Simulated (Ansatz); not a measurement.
**Cl₃HSi···H₂O: density, localisation and related maps**

| atom | x (Å) | y (Å) | z (Å) |
| --- | --- | --- | --- |
| Si | -0.9191 | 0.0862 | 0.4839 |
| O | 1.7731 | -0.5113 | -0.3349 |
| Cl | -1.1992 | -0.8144 | -1.3674 |
| Cl | -0.0993 | 1.9773 | 0.2183 |
| Cl | -2.8160 | 0.3966 | 1.2561 |
| H | 1.9611 | 0.4354 | -0.4883 |
| H | -0.1701 | -0.7548 | 1.4453 |
| H | 1.4695 | -0.8150 | -1.2128 |

Level of theory: UKS PBE-D4/def2-SVP in Ansatz.

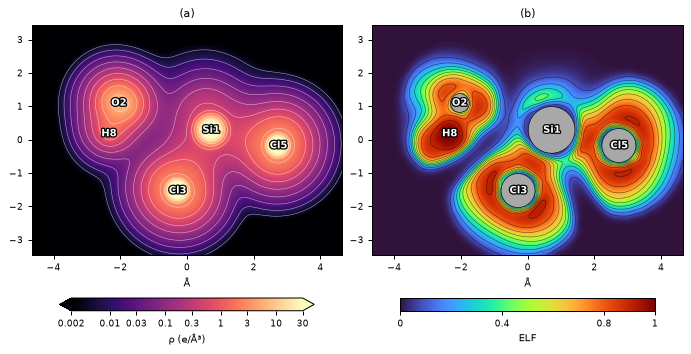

Figure 1. (a) electron density; (b) electron localisation function on the plane of atoms Cl3, Si1 and Cl5. Grey discs cover the atomic cores in the ELF map.

### Describe what can be read from this map.

- The section cuts through Si, O, Cl and H sites.
- Si1···O2 (2.88 Å): the density falls to about 0.11 e/Å³ on the way; the ELF is about 0.10 at the midpoint.
- Si–Cl (2.07 Å): the density is about 0.84 e/Å³ at the midpoint; the ELF peaks at about 0.85 between the atoms, as expected for a polar covalent bond.
- O–H (0.98 Å): the density is about 3.6 e/Å³ at the midpoint; the ELF climbs to about 1 towards the hydrogen, as it does in any bond to H; a covalent bond by its length.
- The ELF also peaks beside Cl3 and Cl5, away from the bonds: lone-pair regions.

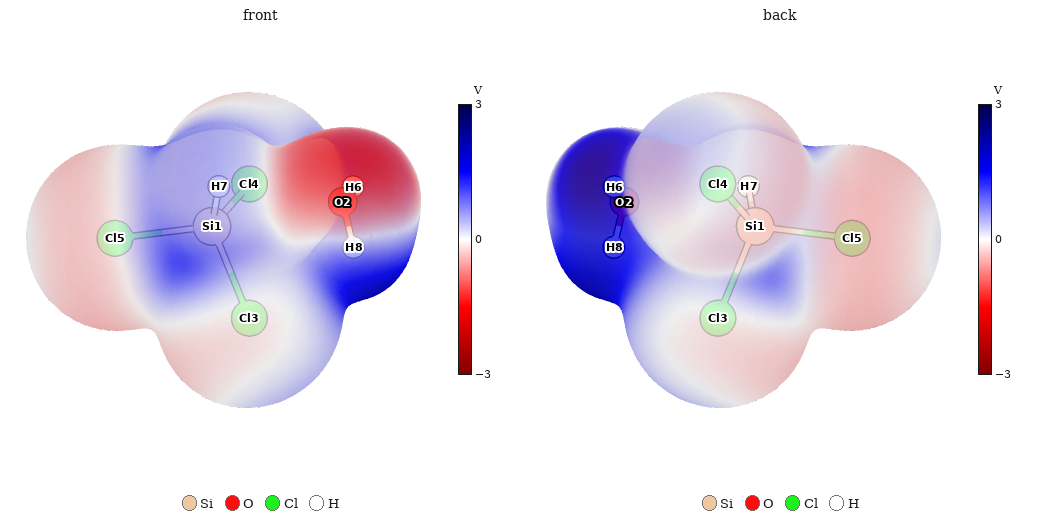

Figure 2. The electrostatic potential painted on the density surface at 0.002 e/bohr³, seen from the front and from behind; red is negative and blue positive.

### Where is the surface potential most negative and most positive?

The most negative region (about −1.3 V) lies over O2, the most positive (about +2.1 V) over H6 and H8. O2 is the likeliest acceptor of a hydrogen bond.

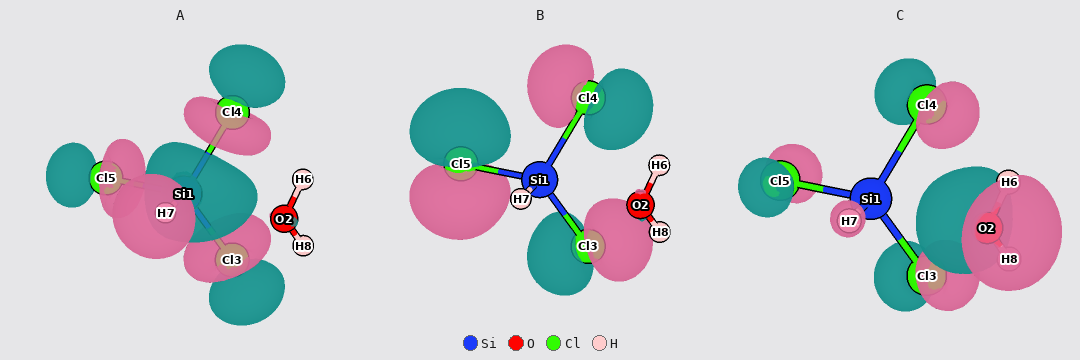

Figure 3. Three frontier orbitals at ±0.1 Å⁻³ᐟ² (teal and pink are the two phases), in no order.

### Order the three orbitals by energy and name them.

B is the HOMO−1 (−7.61 eV). It lies mainly on Cl5 (about 50 %), Cl4 (about 20 %) and Cl3 (about 20 %); largely a combination of lone pairs on Cl5, Cl4 and Cl3. C is the HOMO (−7.05 eV). It lies mainly on O2 (about 70 %), Cl3 (about 5 %) and Cl4 (about 5 %); largely a lone pair of O2. A is the LUMO (−1.00 eV). It lies mainly on Si1 (about 35 %), Cl3 (about 20 %), Cl4 (about 20 %), Cl5 (about 10 %) and H7 (about 10 %).

### What is the HOMO–LUMO gap?

6.05 eV between the orbital energies.
